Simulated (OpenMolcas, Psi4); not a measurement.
CH7BGe (SMILES C[BH][GeH3]): methods side by side

CH7BGe has 10 atoms, charge 0, and is taken as a singlet. SMILES: `C[BH][GeH3]`. The coordinates come from a PBE0-D4/def2-TZVP relaxation.

| atom | x (Å) | y (Å) | z (Å) |
| --- | --- | --- | --- |
| C | -1.2113 | 0.8480 | -0.5797 |
| B | -0.0139 | -0.1230 | -0.7197 |
| Ge | 1.1113 | -0.7846 | 0.8816 |
| H | -1.9726 | 0.7485 | -1.3570 |
| H | -0.7473 | 1.8373 | -0.7496 |
| H | -1.6771 | 0.8987 | 0.4058 |
| H | 0.3260 | -0.4817 | -1.8130 |
| H | 0.9184 | -2.3074 | 1.0483 |
| H | 0.7292 | -0.1289 | 2.2240 |
| H | 2.6205 | -0.5583 | 0.6621 |

Quantity: the HOMO–LUMO gap, in eV. The values are calculated.

| level | kind | program | value (eV) | CPU time |
| --- | --- | --- | --- | --- |
| SVWN5/def2-SVP | LDA | OpenMolcas | 3.78 | 37 s |
| BLYP/def2-SVP | GGA | OpenMolcas | 4.00 | 45 s |
| M06-L/def2-SVP | meta-GGA | OpenMolcas | 4.78 | 65 s |
| TPSS/def2-SVP | meta-GGA | OpenMolcas | 4.27 | 57 s |
| r2SCAN-D4/def2-SVP (density fitting) | meta-GGA | Psi4 | 4.55 | 25 s |
| B3LYP/def2-SVP | global hybrid | OpenMolcas | 5.73 | 47 s |
| BHLYP/def2-SVP | global hybrid | OpenMolcas | 8.32 | 47 s |
| B2PLYP/def2-SVP | double hybrid | OpenMolcas | 8.58 | 33 s |

All-electron rows without a relativistic Hamiltonian named are non-relativistic. The values span 3.78 to 8.58 eV. Orbital gaps aren't excitation energies, and those of double hybrids come from the SCF part alone; they tend to grow with the share of exact exchange. CPU times are rough (shared hosts, several kinds of processor and program).

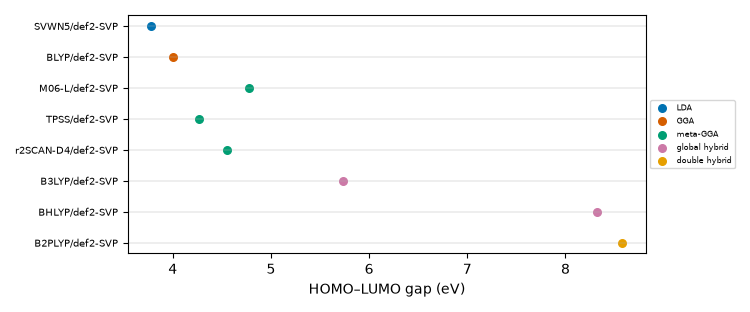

The values of the table, level by level.
